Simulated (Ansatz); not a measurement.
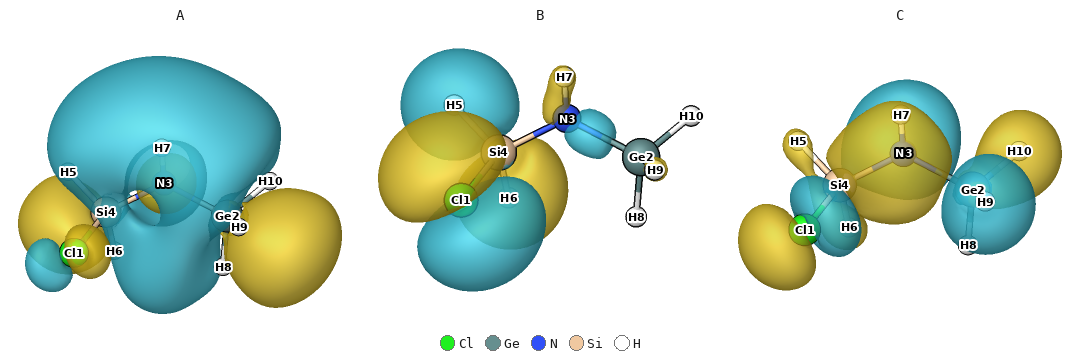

*ClGeH$_{6}$NSi (SMILES Cl[SiH2][NH][GeH3]). Three frontier orbitals at ±0.05 Å⁻³ᐟ² (yellow and cyan are the two phases), in no order.*

Geometry: B3LYP-D3(BJ)/def2-SVP.

The calculation used Ansatz, isolated molecule in a Gaussian basis; Kohn-Sham density functional theory, functional PBE0.

Input

```
crystal:
  periodic: [false, false, false]
  atoms:
    - symbol: Cl
      position_ang: [0.502824, 0.928532, -1.539636]
    - symbol: Ge
      position_ang: [-2.870808, 0.219691, 0.871019]
    - symbol: "N"
      position_ang: [-1.162361, -0.504811, 0.778957]
    - symbol: Si
      position_ang: [-0.255521, -0.812229, -0.651147]
    - symbol: H
      position_ang: [0.913617, -1.662413, -0.311655]
    - symbol: H
      position_ang: [-1.141753, -1.435627, -1.663812]
    - symbol: H
      position_ang: [-0.623724, -0.425041, 1.639441]
    - symbol: H
      position_ang: [-3.520239, -0.073261, -0.491885]
    - symbol: H
      position_ang: [-2.825751, 1.740519, 1.133425]
    - symbol: H
      position_ang: [-3.635510, -0.477107, 2.014411]
basis:
  gaussian:
    orbitals: def2-TZVPD
hamiltonian:
  xc: {name: PBE0}
output: {forces: true, orbitals: {seedname: orbitals}}
```

Launched as:

```sh
ansatz run input.yaml --threads 2 --pin off --max-ram 4350MiB --events-out events.jsonl --progress --plain --runs-dir runs
```

Question: Order the three orbitals by energy and name them.

Answer: B is the HOMO−1 (−8.72 eV). It lies mainly on Cl1 (about 65 %), Si4 (about 15 %), H5 (about 10 %) and H6 (about 10 %). C is the HOMO (−7.80 eV). It lies mainly on N3 (about 55 %), Cl1 (about 10 %), Ge2 (about 10 %), Si4 (about 10 %) and H9 (about 5 %). A is the LUMO (−0.34 eV). It lies mainly on Ge2 (about 30 %), Si4 (about 20 %), H7 (about 15 %) and N3 (about 10 %).

Question: What is the HOMO–LUMO gap?

Answer: 7.46 eV between the orbital energies.
